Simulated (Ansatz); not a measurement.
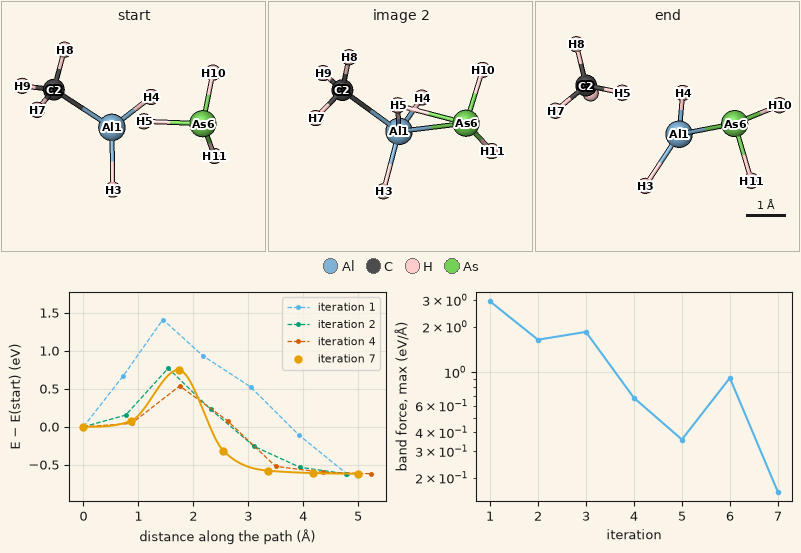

A nudged-elastic-band calculation for CH₈AlAs. Images are numbered from 0 (start) to 6 (end). The plot follows the band through its iterations. The picture is a ball-and-stick view, seen from a free direction.

Method: RKS PBE-D4/def2-SVP (Ansatz). Run with 5 movable images; climbing image; force threshold 0.2 eV/Å; iteration limit 60; starting path through a guess of the saddle point.

> How did the profile develop, and is the result final?

The run met only a loose threshold, so the barrier can't be trusted yet. The band converged in 7 iterations. The largest component of the band force went from 2.9 to 0.16 eV/Å. The climbing image converged on the top of the path. Its curvatures weren't checked. The force threshold is so loose that the height of the top is at best an upper bound. The first iteration put the highest image at 1.41 eV. The energy climbs by 0.75 eV to image 2 and then falls by 1.37 eV, so the end point sits at −0.62 eV.

The run took 47 s on 2 threads of Intel(R) Xeon(R) Platinum 8488C (Sapphire Rapids), on a shared host, peak memory 0.17 GiB.
